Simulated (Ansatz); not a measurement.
**BH3+ (doublet): one geometry, many settings at scale of all distances = 1.000**

Aim: run BH3+ (doublet) at one geometry under a spread of methods and options, and see what each costs and gives.

The runs use Ansatz 0.2.0, Gaussian basis; the settings change from run to run.

16 further runs of the same task are left out: 12 that didn't finish, 4 set aside as unsound or not needed.

## Step 1: The geometry

The geometry derives from a PBE0/def2-TZVP stationary point (not a proven minimum). All distances are scaled together.

4 atoms, charge 1, spin multiplicity 2.

Atoms are counted from 1 here; the program's logs count them from 0.

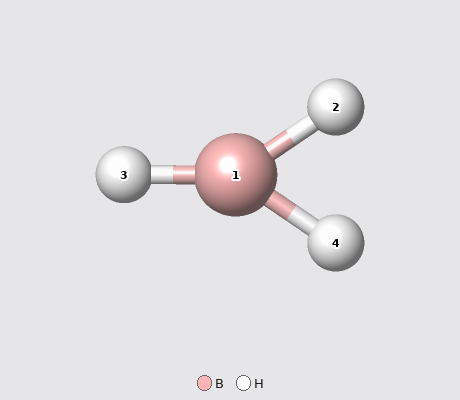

The geometry (boron pink, hydrogen white); atoms are numbered from 1 in the order of the file.

## Step 2: CCSDT(Q) on UHF/STO-3G

Input file in.yaml:

```yaml
crystal:
  periodic: [false, false, false]
  atoms:
    - {symbol: B, position_ang: [0.000000, 0.000000, 0.068140]}
    - {symbol: H, position_ang: [0.000000, 0.717784, -0.986606]}
    - {symbol: H, position_ang: [0.000000, 0.000000, 1.242354]}
    - {symbol: H, position_ang: [0.000000, -0.717784, -0.986606]}
basis:
  gaussian: {orbitals: STO-3G}
total_charge: 1
magnetization: {spin_polarized: true, initial_magnetization: 1}
correlation: {method: ccsdt_q, electrons: outside_noble_gas}
scf: {omitted_lower_state_checks: [cluster_reference]}
```

Launch:

```
$ ansatz run in.yaml --threads 1 --pin off --events-out ev --progress --plain --max-ram 2393MiB
```

What it wrote, shortened:

```text
Functional definition: HF
  name "HF"
  cite "Fock, Z. Phys. 61, 126 (1930) doi:10.1007/BF01340294"
  parent pbe
[...]
108 factors; integrals over basis functions are off by at most 1.7e-8 eV
[...]
mean field -698.23062439 eV, -25.6595021687 hartree, gradient 9.0e-6 eV, S^2 0.756656; 0 other end points of the search recorded, 0 dependent functions left out
1 core orbitals not correlated: weight in the atoms' cores, before any rotation towards them, 1.000 or more for the frozen orbitals, at most 0.000 for the correlated occupied ones
reference -698.23062439 eV, -25.6595021687 hartree; 3, 2 occupied and 4, 5 virtual orbitals, 108 factors
second order -0.84271054 eV of doubles, -0.00000000 eV of singles
cycle   1  -1.11713735 eV  change   -2.7e-1 eV  update   4.2e-2
[...]
cycle  11  -1.29306686 eV  change   -3.4e-8 eV  update   9.5e-8
perturbative correction -0.00029699 eV, -0.0000109142 hartree
Total energy: -699.52398824 eV, -25.7070324135 hartree
Checks for a lower state left out: cluster_reference
```

It took 1 s on 1 thread of Arm Neoverse V1, shared host.

From the report: ⟨S²⟩ of the determinant 0.757 (pure doublet: 0.75); correlation -1.2934 eV; T1 0.006; largest double amplitude 0.06.

## Step 3: MP2 on ROHF/aug-cc-pVDZ

Input file in.yaml:

```yaml
crystal:
  periodic: [false, false, false]
  atoms:
    - {symbol: B, position_ang: [0.000000, 0.000000, 0.068140]}
    - {symbol: H, position_ang: [0.000000, 0.717784, -0.986606]}
    - {symbol: H, position_ang: [0.000000, 0.000000, 1.242354]}
    - {symbol: H, position_ang: [0.000000, -0.717784, -0.986606]}
basis:
  gaussian: {orbitals: aug-cc-pVDZ}
total_charge: 1
magnetization: {spin_polarized: false, initial_magnetization: 1}
correlation: {method: mp2, electrons: valence}
accuracy: high
output: {forces: true}
```

Launched as before.

What it wrote, shortened:

```text
Functional definition: HF
  name "HF"
  cite "Fock, Z. Phys. 61, 126 (1930) doi:10.1007/BF01340294"
  parent pbe
[...]
931 factors; integrals over basis functions are off by at most 3.0e-9 eV
[...]
mean field -706.85887056 eV, -25.9765843668 hartree, gradient 1.8e-8 eV, S^2 0.750000; 0 other end points of the search recorded, 0 dependent functions left out
[...]
1 core orbitals not correlated: weight in the atoms' cores, before any rotation towards them, 1.000 or more for the frozen orbitals, at most 0.000 for the correlated occupied ones
reference -706.85887056 eV, -25.9765843668 hartree; 3, 2 occupied and 46, 47 virtual orbitals, 931 factors
second order -1.96293566 eV of doubles, -0.07276011 eV of singles
[...]
Total energy: -708.89456633 eV, -26.0513948066 hartree
Atom 0 at     0.000000     0.000000     0.068140 Å, force    -0.000000     0.000000    -0.027015 eV/Å
Atom 1 at     0.000000     0.717784    -0.986606 Å, force     0.000000     0.042963    -0.067316 eV/Å
Atom 2 at     0.000000     0.000000     1.242354 Å, force     0.000000    -0.000000     0.161648 eV/Å
Atom 3 at     0.000000    -0.717784    -0.986606 Å, force     0.000000    -0.042963    -0.067316 eV/Å
Dipole moment:    -0.000000     0.000000    -0.230599 e Å
```

Run time: 0.97 s. Hardware: 1 thread of Arm Neoverse V1, shared host.

## Step 4: MRCISD+Q(relaxed)(3,3)/cc-pVDZ

in.yaml, as its differences from that of step 3:

```diff
@@ -8,7 +8,5 @@
 basis:
-  gaussian: {orbitals: aug-cc-pVDZ}
+  gaussian: {orbitals: cc-pVDZ, fitting: {mean_field: def2-universal-jkfit}}
 total_charge: 1
 magnetization: {spin_polarized: false, initial_magnetization: 1}
-correlation: {method: mp2, electrons: valence}
-accuracy: high
-output: {forces: true}
+correlation: {method: fic_mrcisd_q_relaxed, electrons: all, active_space: {window: {electrons: 3, orbitals: 3}}}
```

Launched as before.

What it wrote, shortened:

```text
Functional definition: HF
  name "HF"
  cite "Fock, Z. Phys. 61, 126 (1930) doi:10.1007/BF01340294"
  parent pbe
[...]
129 factors; integrals over basis functions are off by at most 3.1e-1 eV
[...]
mean field -706.83144630 eV, -25.9755765441 hartree, gradient 2.4e-6 eV, S^2 0.750000; 0 other end points of the search recorded, 0 dependent functions left out
reference -706.83144630 eV, -25.9755765441 hartree; 4, 3 occupied and 25, 26 virtual orbitals, 129 factors
state -707.20978916 eV, -25.9894803875 hartree
contracted CI cycle   1: correlation 0.00000000 eV, 0.0000000000 hartree, residual 1.19e1 eV
contracted CI cycle   2: correlation -2.08782543 eV, -0.0767261694 hartree, residual 2.40e0 eV
contracted CI cycle   3: correlation -2.17138481 eV, -0.0797969200 hartree, residual 6.72e-1 eV
contracted CI cycle   4: correlation -2.17822674 eV, -0.0800483561 hartree, residual 2.33e-1 eV
contracted CI cycle   5: correlation -2.17912876 eV, -0.0800815049 hartree, residual 7.85e-2 eV
contracted CI cycle   6: correlation -2.17922507 eV, -0.0800850443 hartree, residual 2.47e-2 eV
contracted CI cycle   7: correlation -2.17923434 eV, -0.0800853850 hartree, residual 8.76e-3 eV
contracted CI cycle   8: correlation -2.17923562 eV, -0.0800854318 hartree, residual 3.06e-3 eV
contracted CI cycle   9: correlation -2.17923575 eV, -0.0800854368 hartree, residual 9.39e-4 eV
state -707.20978916 eV, -25.9894803875 hartree; corrected -709.48533888 eV, -26.0731052973 hartree
Total energy: -709.48533888 eV, -26.0731052973 hartree
```

Run time: 0.39 s. Hardware: 1 thread of Arm Neoverse V1, shared host.

From the report: 5 determinants; active occupations 1.98, 1.00, 0.02.

## Step 5: CCSD(T) on ROHF/def2-TZVP

Input file in.yaml:

```yaml
crystal:
  periodic: [false, false, false]
  atoms:
    - {symbol: B, position_ang: [0.000000, 0.000000, 0.068140]}
    - {symbol: H, position_ang: [0.000000, 0.717784, -0.986606]}
    - {symbol: H, position_ang: [0.000000, 0.000000, 1.242354]}
    - {symbol: H, position_ang: [0.000000, -0.717784, -0.986606]}
basis:
  gaussian: {orbitals: def2-TZVP}
total_charge: 1
magnetization: {spin_polarized: false, initial_magnetization: 1}
correlation: {method: ccsd_t, electrons: outside_noble_gas}
output: {forces: true}
```

Launched as before.

What it wrote, shortened:

```text
Functional definition: HF
  name "HF"
  cite "Fock, Z. Phys. 61, 126 (1930) doi:10.1007/BF01340294"
  parent pbe
[...]
342 factors; integrals over basis functions are off by at most 1.5e-3 eV
[...]
mean field -707.04409020 eV, -25.9833910630 hartree, gradient 2.5e-6 eV, S^2 0.750000; 0 other end points of the search recorded, 0 dependent functions left out
1 core orbitals not correlated: weight in the atoms' cores, before any rotation towards them, 1.000 or more for the frozen orbitals, at most 0.000 for the correlated occupied ones
reference -707.04409020 eV, -25.9833910630 hartree; 3, 2 occupied and 45, 46 virtual orbitals, 342 factors
second order -2.20535970 eV of doubles, -0.07529922 eV of singles
cycle   1  -2.68006899 eV  change   -4.0e-1 eV  update   4.3e-2
[...]
cycle  10  -2.83103679 eV  change   -9.0e-7 eV  update   6.6e-7
perturbative correction -0.05059343 eV, -0.0018592743 hartree
[...]
Total energy: -709.92572041 eV, -26.0892890203 hartree
Atom 0 at     0.000000     0.000000     0.068140 Å, force     0.000000    -0.000000    -0.078850 eV/Å
Atom 1 at     0.000000     0.717784    -0.986606 Å, force     0.000000     0.016555     0.050797 eV/Å
Atom 2 at     0.000000     0.000000     1.242354 Å, force     0.000000     0.000000    -0.022744 eV/Å
Atom 3 at     0.000000    -0.717784    -0.986606 Å, force     0.000000    -0.016555     0.050797 eV/Å
Dipole moment:     0.000000     0.000000    -0.229804 e Å
```

It took 1.9 s on 1 thread of Arm Neoverse V1, shared host.

From the report: correlation -2.8816 eV; T1 0.017; largest double amplitude 0.04.

## Step 6: MRCISD+Q(relaxed)(7,6)/def2-SVP

in.yaml, as its differences from that of step 5:

```diff
@@ -8,6 +8,5 @@
 basis:
-  gaussian: {orbitals: def2-TZVP}
+  gaussian: {orbitals: def2-SVP, point_charges: [{charge: 0.50, position_ang: [2.714, -0.896, -0.688]}]}
 total_charge: 1
 magnetization: {spin_polarized: false, initial_magnetization: 1}
-correlation: {method: ccsd_t, electrons: outside_noble_gas}
-output: {forces: true}
+correlation: {method: fic_mrcisd_q_relaxed, electrons: all, active_space: {window: {electrons: 7, orbitals: 6}}}
```

Launched as before.

What it wrote, shortened:

```text
Functional definition: HF
  name "HF"
  cite "Fock, Z. Phys. 61, 126 (1930) doi:10.1007/BF01340294"
  parent pbe
[...]
301 factors; integrals over basis functions are off by at most 1.4e-3 eV
[...]
mean field -703.80032695 eV, -25.8641849626 hartree, gradient 7.2e-7 eV, S^2 0.750000; 0 other end points of the search recorded, 0 dependent functions left out
reference -703.80032695 eV, -25.8641849626 hartree; 4, 3 occupied and 25, 26 virtual orbitals, 301 factors
state -704.54343399 eV, -25.8914936425 hartree
contracted CI cycle   1: correlation -0.00000000 eV, -0.0000000000 hartree, residual 1.15e1 eV
contracted CI cycle   2: correlation -1.75200182 eV, -0.0643848792 hartree, residual 2.62e0 eV
contracted CI cycle   3: correlation -1.84658824 eV, -0.0678608662 hartree, residual 8.82e-1 eV
contracted CI cycle   4: correlation -1.85775703 eV, -0.0682713116 hartree, residual 3.36e-1 eV
contracted CI cycle   5: correlation -1.85937133 eV, -0.0683306361 hartree, residual 1.11e-1 eV
contracted CI cycle   6: correlation -1.85954637 eV, -0.0683370688 hartree, residual 4.53e-2 eV
contracted CI cycle   7: correlation -1.85957595 eV, -0.0683381558 hartree, residual 1.73e-2 eV
contracted CI cycle   8: correlation -1.85958035 eV, -0.0683383174 hartree, residual 6.69e-3 eV
contracted CI cycle   9: correlation -1.85958108 eV, -0.0683383443 hartree, residual 2.87e-3 eV
contracted CI cycle  10: correlation -1.85958121 eV, -0.0683383489 hartree, residual 1.14e-3 eV
state -704.54343399 eV, -25.8914936425 hartree; corrected -706.46874111 eV, -25.9622473740 hartree
Total energy: -706.46874111 eV, -25.9622473740 hartree
```

Wall time 1 s (1 thread of Arm Neoverse V1, shared host).

From the report: 300 determinants; active occupations 2.00, 1.99, 1.98, 1.00, 0.02, 0.01.

## Step 7: MP2 on UHF/def2-mTZVP

Input file in.yaml:

```yaml
crystal:
  periodic: [false, false, false]
  atoms:
    - {symbol: B, position_ang: [0.000000, 0.000000, 0.068140]}
    - {symbol: H, position_ang: [0.000000, 0.717784, -0.986606]}
    - {symbol: H, position_ang: [0.000000, 0.000000, 1.242354]}
    - {symbol: H, position_ang: [0.000000, -0.717784, -0.986606]}
basis:
  gaussian: {orbitals: def2-mTZVP}
total_charge: 1
magnetization: {spin_polarized: true, initial_magnetization: 1}
correlation: {method: mp2, electrons: valence}
```

Launched as before.

What it wrote:

```text
Functional definition: HF
  name "HF"
  cite "Fock, Z. Phys. 61, 126 (1930) doi:10.1007/BF01340294"
  parent pbe
  exchange = exact_x
  correlation = 0
284 factors; integrals over basis functions are off by at most 1.1e-3 eV
mean field evaluation 1: about -706.3332 eV, gradient 7.4e0 eV
mean field evaluation 2: about -706.3311 eV, gradient 7.4e0 eV
mean field evaluation 4: about -706.8354 eV, gradient 5.0e-1 eV
mean field evaluation 8: about -706.8402 eV, gradient 3.9e-5 eV
mean field -706.84016864 eV, -25.9758970841 hartree, gradient 1.5e-6 eV, S^2 0.757407; 0 other end points of the search recorded, 0 dependent functions left out
1 core orbitals not correlated: weight in the atoms' cores, before any rotation towards them, 1.000 or more for the frozen orbitals, at most 0.000 for the correlated occupied ones
reference -706.84016864 eV, -25.9758970841 hartree; 3, 2 occupied and 24, 25 virtual orbitals, 284 factors
second order -1.57762360 eV of doubles, -0.00000000 eV of singles
Total energy: -708.41779224 eV, -26.0338736821 hartree
```

Wall time 0.12 s (1 thread of Arm Neoverse V1, shared host).

From the report: ⟨S²⟩ of the determinant 0.757 (pure doublet: 0.75).

## Step 8: BCCD(T) on ROHF/aug-cc-pVDZ

in.yaml, as its differences from that of step 7:

```diff
@@ -8,5 +8,5 @@
 basis:
-  gaussian: {orbitals: def2-mTZVP}
+  gaussian: {orbitals: aug-cc-pVDZ}
 total_charge: 1
-magnetization: {spin_polarized: true, initial_magnetization: 1}
-correlation: {method: mp2, electrons: valence}
+magnetization: {spin_polarized: false, initial_magnetization: 1}
+correlation: {method: bccd_t, electrons: valence}
```

Same command.

What it wrote, shortened:

```text
Functional definition: HF
  name "HF"
  cite "Fock, Z. Phys. 61, 126 (1930) doi:10.1007/BF01340294"
  parent pbe
[...]
480 factors; integrals over basis functions are off by at most 1.4e-3 eV
[...]
mean field -706.85886999 eV, -25.9765843461 hartree, gradient 1.5e-6 eV, S^2 0.750000; 0 other end points of the search recorded, 0 dependent functions left out
1 core orbitals not correlated: weight in the atoms' cores, before any rotation towards them, 1.000 or more for the frozen orbitals, at most 0.000 for the correlated occupied ones
reference -706.85886999 eV, -25.9765843461 hartree; 3, 2 occupied and 46, 47 virtual orbitals, 480 factors
second order -1.96293105 eV of doubles, -0.07276005 eV of singles
cycle   1  -2.45502453 eV  change   -4.2e-1 eV  update   4.3e-2
[...]
cycle   9  -2.60463068 eV  change   -3.1e-8 eV  update   3.6e-6
perturbative correction -0.03854562 eV, -0.0014165256 hartree
Total energy: -709.50204629 eV, -26.0737192835 hartree
```

It took 1.1 s on 1 thread of Arm Neoverse V1, shared host.

From the report: correlation -2.6432 eV; largest double amplitude 0.04.

## Step 9: CCSDT on UHF/aug-cc-pVDZ

in.yaml, as its differences from that of step 8:

```diff
@@ -10,3 +10,4 @@
 total_charge: 1
-magnetization: {spin_polarized: false, initial_magnetization: 1}
-correlation: {method: bccd_t, electrons: valence}
+magnetization: {spin_polarized: true, initial_magnetization: 1}
+correlation: {method: ccsdt, electrons: valence}
+scf: {lower_state_search: off}
```

Same command.

What it wrote, shortened:

```text
Functional definition: HF
  name "HF"
  cite "Fock, Z. Phys. 61, 126 (1930) doi:10.1007/BF01340294"
  parent pbe
[...]
806 factors; integrals over basis functions are off by at most 1.9e-7 eV
[...]
mean field -706.97640732 eV, -25.9809037631 hartree, gradient 2.8e-6 eV, S^2 0.759941; 0 other end points of the search recorded, 0 dependent functions left out
1 core orbitals not correlated: weight in the atoms' cores, before any rotation towards them, 1.000 or more for the frozen orbitals, at most 0.000 for the correlated occupied ones
reference -706.97640732 eV, -25.9809037631 hartree; 3, 2 occupied and 46, 47 virtual orbitals, 806 factors
second order -1.91087628 eV of doubles, -0.00000000 eV of singles
cycle   1  -2.32012951 eV  change   -4.1e-1 eV  update   4.7e-2
[...]
cycle  12  -2.53739435 eV  change   -5.5e-8 eV  update   3.3e-7
Total energy: -709.51380167 eV, -26.0741512856 hartree
Checks for a lower state left out: stability, starts, cluster_reference, orbital_swaps, neighbouring_geometries, increment
```

Wall time 6 s (1 thread of Arm Neoverse V1, shared host).

From the report: ⟨S²⟩ of the determinant 0.760 (pure doublet: 0.75); correlation -2.5374 eV; T1 0.010; largest double amplitude 0.05.

## Step 10: CCSDT on UHF/aug-cc-pVDZ

in.yaml, as its differences from that of step 9:

```diff
@@ -11,3 +11,2 @@
 magnetization: {spin_polarized: true, initial_magnetization: 1}
-correlation: {method: ccsdt, electrons: valence}
-scf: {lower_state_search: off}
+correlation: {method: ccsdt, electrons: outside_noble_gas, diis_vectors: 4}
```

The command is unchanged.

What it wrote, shortened:

```text
Functional definition: HF
  name "HF"
  cite "Fock, Z. Phys. 61, 126 (1930) doi:10.1007/BF01340294"
  parent pbe
[...]
806 factors; integrals over basis functions are off by at most 1.9e-7 eV
[...]
mean field -706.97640732 eV, -25.9809037631 hartree, gradient 2.8e-6 eV, S^2 0.759941; 0 other end points of the search recorded, 0 dependent functions left out
1 core orbitals not correlated: weight in the atoms' cores, before any rotation towards them, 1.000 or more for the frozen orbitals, at most 0.000 for the correlated occupied ones
reference -706.97640732 eV, -25.9809037631 hartree; 3, 2 occupied and 46, 47 virtual orbitals, 806 factors
second order -1.91087628 eV of doubles, -0.00000000 eV of singles
cycle   1  -2.32012951 eV  change   -4.1e-1 eV  update   4.7e-2
[...]
cycle  14  -2.53739380 eV  change   -2.5e-7 eV  update   2.2e-7
Total energy: -709.51380111 eV, -26.0741512652 hartree
```

Run time: 6.5 s. Hardware: 1 thread of Arm Neoverse V1, shared host.

From the report: ⟨S²⟩ of the determinant 0.760 (pure doublet: 0.75); correlation -2.5374 eV; T1 0.010; largest double amplitude 0.05.

## Step 11: All runs side by side

Where basis and cores are those of an earlier FCI/aug-cc-pVDZ run (-709.5143 eV), and the state is the same kind, the miss against it is given.

```tsv
level	correlated	functions	energy (eV)	from FCI (meV)	time
CCSDT(Q) on UHF/STO-3G	outside noble gas	8	-699.5240		1 s
MP2 on ROHF/aug-cc-pVDZ	valence	50	-708.8946	619.7	0.97 s
MRCISD+Q(relaxed)(3,3)/cc-pVDZ	all	29	-709.4853		0.39 s
CCSD(T) on ROHF/def2-TZVP	outside noble gas	49	-709.9257		1.9 s
MRCISD+Q(relaxed)(7,6)/def2-SVP (beside a point charge)	all	29	-706.4687		1 s
MP2 on UHF/def2-mTZVP	valence	28	-708.4178		0.12 s
BCCD(T) on ROHF/aug-cc-pVDZ	valence	50	-709.5020	12.2	1.1 s
CCSDT on UHF/aug-cc-pVDZ	valence	50	-709.5138	0.5	6 s
CCSDT on UHF/aug-cc-pVDZ	outside noble gas	50	-709.5138	0.5	6.5 s
```

## Step 12: What came out

```
quantity                            value
    runs                                9
quickest    MP2 on UHF/def2-mTZVP, 0.12 s
 slowest  CCSDT on UHF/aug-cc-pVDZ, 6.5 s
```

Total energies in different bases, with other cores or another treatment of relativity can't be set against each other. CCSDT on UHF/aug-cc-pVDZ took 54 times as long as MP2 on UHF/def2-mTZVP; the jobs differ in more than the method. Among the correlated runs with a miss given, it spans +0 to +620 meV.
